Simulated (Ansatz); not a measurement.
## Amorphous Ti$_{16}$Si$_{32}$

The cell was made by melting and quenching with the CHGNet potential and then relaxed with DFT. The hot cell started wider than the set density and was brought back towards it in steps. It is the lowest in DFT energy of 2 quenches. It is a model cell: composition and starting density were chosen by hand, and all elements were melted together. No dispersion term was used.

Level of theory: PBE, scalar-relativistic without spin-orbit coupling (plane waves to 420 eV, PAW; Ansatz, a quantum-chemistry and plane-wave program). Geometry, pressure, stress and energy are those of the PBE run. Its sampling: a 2×2×2 Γ-centred mesh; Fermi-Dirac width 0.1 eV; no spin polarisation.

- Number of atoms in the cell: 48
- Density (volume relaxed, without dispersion): 3.79 g/cm³
- Volume per atom: 102.5 bohr³
- Pressure on a 2×2×2 Γ-centred mesh: 0.16 GPa
- Largest force and stress component on that mesh (the relaxation ran on one k-point at (1/4, 1/4, 1/4)): 0.31 eV/Å and 0.8 GPa
- Energy relative to TiSi2 (Fddd) (lowest mix at this level among the phases computed, not always the ambient ones): 0.301 eV/atom
- Gap on a 2×2×2 Γ-centred mesh (PBE): within the smearing (under twice its width)

Neighbours within Ti-Ti 3.94 Å, Ti-Si 3.36 Å, Si-Si 2.74 Å count as bonded.

| Quantity | Result |
|---|---|
| Mean coordination of Ti | 13.88 (5 with 13, 8 with 14, 3 with 15) |
| Mean coordination of Si | 8.12 (1 with 6, 8 with 7, 11 with 8, 10 with 9, 2 with 10) |
| Mean Ti-Si bond | 2.719 Å (spread 0.182 Å, 142 counted) |
| Mean Si-Si bond | 2.541 Å (spread 0.101 Å, 59 counted) |

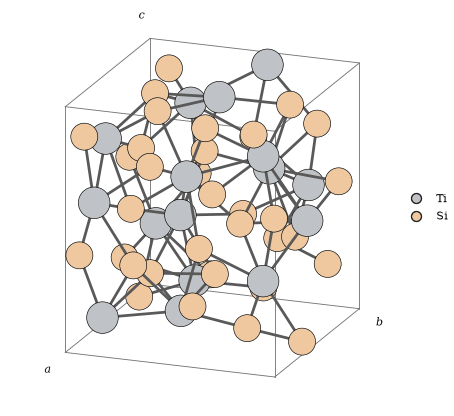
Figure: The relaxed cell

Its density started from a set value of 3.69 g/cm³. The quench (nominally 200 K/ps over its main leg) was far faster than any real one, so the model tends to hold more defects than a real film. Values belong to this one cell and scatter from quench to quench. Volume and shape were free in the relaxation. Stress components on the final sampling reach 0.8 GPa. On a 2×2×2 Γ-centred mesh force components of up to 0.31 eV/Å stay, since the relaxation ran on one k-point at (1/4, 1/4, 1/4).
